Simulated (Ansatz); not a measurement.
The starting structures come from a database of crystals and need not be the phases stable at ambient conditions.

 Where the default PAW files enter, the runs use the earlier of Ansatz's two default sets.

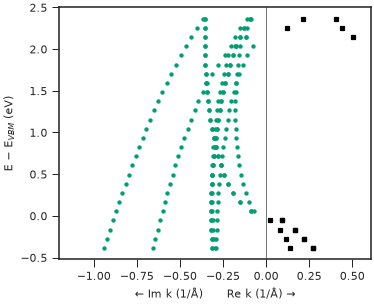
*Complex bands at the centre of the two-dimensional zone; r2SCAN (Ansatz, a program for electronic structure)*

No gap correction and no spin-orbit coupling; mid-gap values are interpolated between computed energies.

Problem. This is Al$_{2}$ZnTe$_{4}$ (I-4, not sure to be the ambient phase, 7 atoms a cell, 30.9 Å³ an atom) along the normal of (001). Read off the slowest decay at the centre of the two-dimensional zone at 1.04 eV, the computed energy nearest the middle of the gap.

Solution. κ ≈ 0.18 1/Å, a decay length 1/(2κ) of the density of 2.8 Å.
